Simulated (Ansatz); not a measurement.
# AlBH4OS: the cost of one run

All numbers below are computed with Ansatz 0.2.0 (RKS PBE0-D4/def2-SVP).

### 1 Starting point

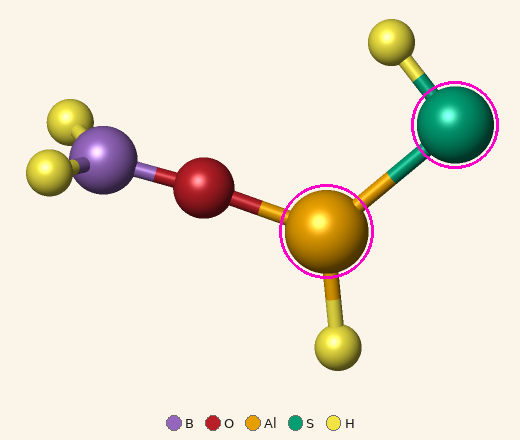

The starting structure, seen from a chosen angle (boron purple, oxygen red, aluminium amber, sulfur teal, hydrogen yellow). Ringed: Al3, S4.

As a file:

```xyz
8

B    -1.3364   -0.1186   -1.1804
O    -0.4846    0.1070   -0.1808
Al    0.4925    0.4563    1.1217
S     2.5559   -0.2691    1.1771
H    -1.9360   -1.1313   -1.2081
H    -1.4663    0.6922   -2.0249
H    -0.1769    1.2844    2.1998
H     2.3519   -1.0209    0.0956
```

### 2 End point A

Contents of input.yaml:

```yaml
crystal:
  periodic: [false, false, false]
  atoms:
    - { symbol: B, position_ang: [-1.33644, -0.1186, -1.18038] }
    - { symbol: O, position_ang: [-0.4846, 0.10698, -0.18077] }
    - { symbol: Al, position_ang: [0.49252, 0.45635, 1.12168] }
    - { symbol: S, position_ang: [2.55589, -0.26912, 1.17706] }
    - { symbol: H, position_ang: [-1.936, -1.1313, -1.20809] }
    - { symbol: H, position_ang: [-1.46628, 0.69218, -2.02492] }
    - { symbol: H, position_ang: [-0.17694, 1.28437, 2.19978] }
    - { symbol: H, position_ang: [2.35185, -1.02087, 0.09563] }
basis:
  gaussian: { orbitals: def2-SVP }
hamiltonian:
  xc: pbe0
  dispersion: d4
relax:
  f_tol: 0.015
  max_steps: 40
output:
  orbitals: {}
```

Command:

```bash
ansatz run input.yaml --threads 1 --pin off --max-ram 2048MiB --backend cpu --events-out ev --progress --plain --runs-dir out
```

Q: Estimate wall time and peak memory on 1 thread of Arm Neoverse V1, shared host.

About 29 s, with a peak of 0.16 GiB.
